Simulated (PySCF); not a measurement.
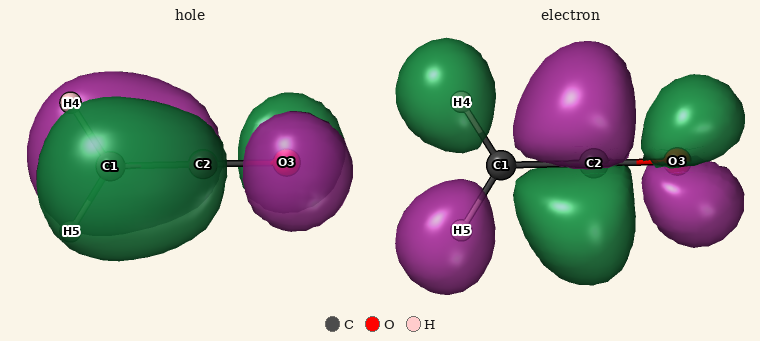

Figure. C₂H₂O, SMILES `C=C=O`. Leading natural transition orbital pair of S₁ (full linear response singlet states); the surfaces enclose about 85 % of each orbital's density.

Level of theory: BHandHLYP/def2-SVP (PySCF), at a geometry from GFN2-xTB. No frequency check shows the geometry to be a minimum. Without diffuse functions Rydberg states are missing, so the states' numbers hold for this basis only.

Cartesian coordinates (Å):

```
C1       1.1921   -0.0000    0.0000
C2      -0.0965    0.0001    0.0000
O3      -1.2584   -0.0000    0.0000
H4       1.7466   -0.9173    0.0000
H5       1.7466    0.9173    0.0000
```

**Give its energy and the atoms that hole and electron lie on.**

4.04 eV (307 nm), f = 0.000 (dark); the leading pair carries 100 %; hole on C1 (46 %), O3 (26 %) and C2 (20 %), electron on C2 (45 %), O3 (29 %) and C1 (13 %); their centroids lie 0.4 Å apart. In canonical orbitals it is mainly HOMO → LUMO (99 %). The HOMO–LUMO gap is 8.67 eV.
